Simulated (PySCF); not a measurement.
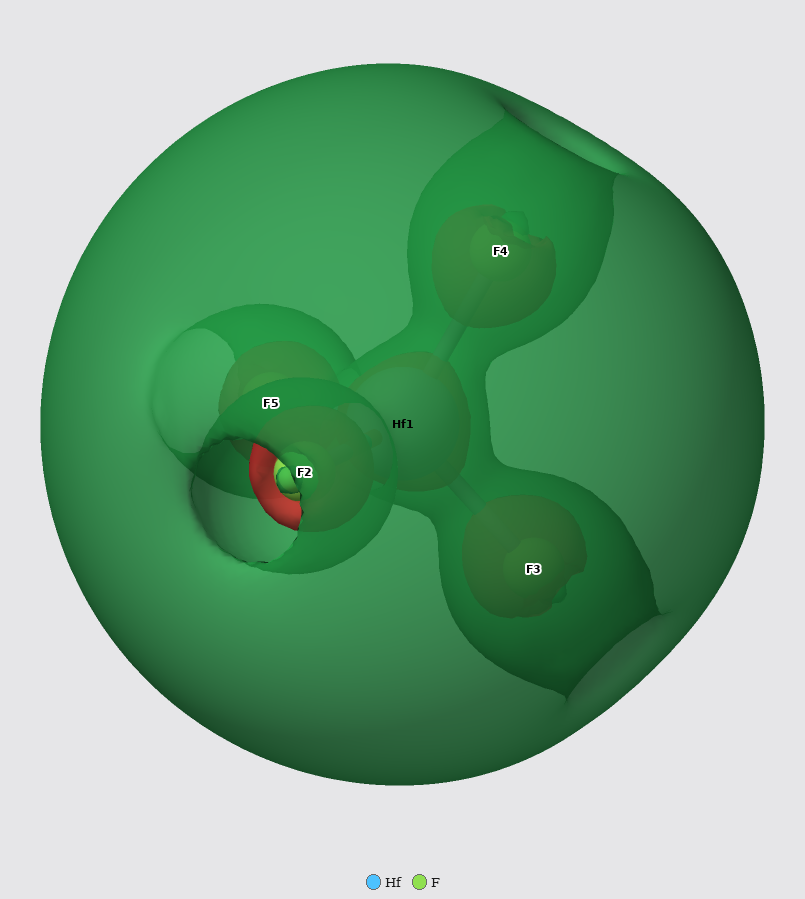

Figure 1: F$_{4}$Hf (Hf(F)4). One frontier orbital at ±0.04 Å⁻³ᐟ² (green and red are the two phases), seen at an oblique angle.

Core potentials replace the inner electrons of Hf.

The calculation used RKS PBE0, Hf def2-SVP with ECP60, F def2-SVP; non-relativistic Hamiltonian with scalar-relativistic core potentials where named; density fitting in PySCF.

```yaml
atoms:
  - { symbol: Hf, position_ang: [0.0000, 0.0000, 0.0000] }
  - { symbol: F, position_ang: [1.0998, 1.0998, 1.0998] }
  - { symbol: F, position_ang: [-1.0998, -1.0998, 1.0998] }
  - { symbol: F, position_ang: [1.0998, -1.0998, -1.0998] }
  - { symbol: F, position_ang: [-1.0998, 1.0998, -1.0998] }
```

Which orbital is it: HOMO or LUMO?

Answer. The LUMO, at −0.85 eV. It lies mainly on Hf1 (about 75 %).
